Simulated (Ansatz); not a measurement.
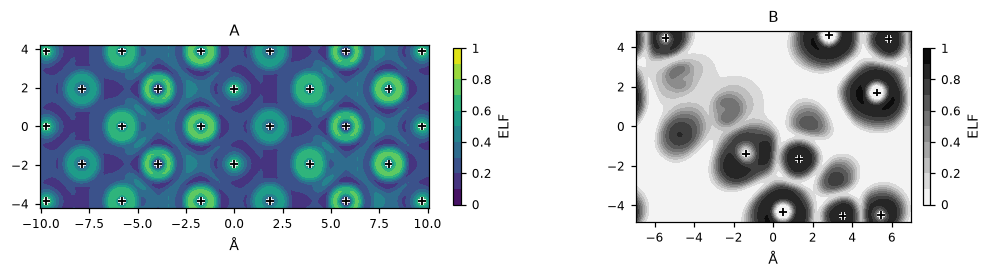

The ELF of 2 systems, each on a plane through atoms (crosses mark nuclei in the plane).

All numbers below come from Kohn-Sham DFT of a periodic cell, PBE, Ansatz PAW (Ansatz 0.2.0).

System 1: NiMoIrPdW, the (11̄0) plane of the conventional cell. Space group I4mm; a generated structure, not necessarily the stable one; the program warned that a starting moment wasn't kept; spin-polarised, but the moments vanished.

```
Ni Mo Pd Ir W
1.0
     2.74008    0.00000    0.00000
     0.00000    2.74008    0.00000
     0.00000    0.00000   19.43294
Ni Mo Pd Ir W
2 2 2 2 2
Direct
  0.00000 0.00000 0.19862
  0.50000 0.50000 0.69862
  0.50000 0.50000 0.10922
  0.00000 0.00000 0.60922
  0.50000 0.50000 0.29310
  0.00000 0.00000 0.79310
  0.00000 0.00000 0.39944
  0.50000 0.50000 0.89944
  0.50000 0.50000 0.49565
  0.00000 0.00000 0.99565
```

System 2: Hf2Pd2Se2Br2O3, the (110) plane of the conventional cell. Space group P1; a generated structure, not necessarily the stable one; changed on purpose from its base cell (atoms moved at random by about 0.05 A); not relaxed (largest force 1.6 eV/Å).

```
CELL_PARAMETERS angstrom
0.00000 -3.41942 0.00000
7.58666 1.70971 -1.17576
-2.02446 0.00000 13.05155
ATOMIC_POSITIONS crystal
Hf 0.93841 0.88682 0.05839
Hf 0.61134 0.20829 0.28087
Pd 0.19228 0.35810 0.50815
Pd 0.32687 0.64615 0.74377
Se 0.93750 0.84677 0.84705
Se 0.79108 0.58572 0.58654
Br 0.58779 0.17094 0.04574
Br 0.26114 0.49571 0.28620
O 0.58754 0.19205 0.42483
O 0.37808 0.76927 0.07066
O 0.02065 0.06021 0.22091
```

### Match each panel to its system.

Panel A is system 1, NiMoIrPdW: the plane holds Ni, Mo, Pd, Ir and W. Ni–Mo (2.60 Å): the ELF is about 0.30 at the midpoint; no localised pair shows between them. Panel B is system 2, Hf2Pd2Se2Br2O3: the plane holds Hf, Se, Br and O. Hf–O (1.94 Å): the ELF peaks at about 0.80 in the valence shell of O, 0.6 Å from its nucleus, and drops to about 0.25 between the two atoms; no localised pair shows between them.
